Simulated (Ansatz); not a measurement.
**W, response to strain**

Base system: W in the bcc (W type) structure (space group Im-3m, No. 229; a = 3.135 Å; relaxed with 0.1 eV smearing). Axes: x, y, z lie along the cube axes.

Strains are applied to the cell and any free atomic positions relax; under biaxial strain the out-of-plane vector relaxes too.

Calculations: LDA/PAW in Ansatz (a quantum-chemistry and plane-wave program), no SOC.

Notes on the quantities. energy relative to the base: free energy F.

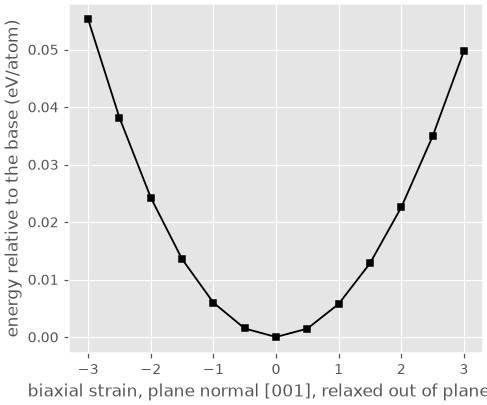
*Energy relative to the base against biaxial strain, plane normal [001], relaxed out of plane*

**Question.** From the plot, what is the energy relative to the base for biaxial strain −1.50 %, plane normal [001], relaxed out of plane?

**Answer.** About 0.014 eV/atom.

**Question.** Is the trend monotonic over the range shown?

**Answer.** No, it turns within the range, spanning 0 meV/atom to +55 meV/atom.

No phonon test of stability was made. All final runs are without spin polarisation.
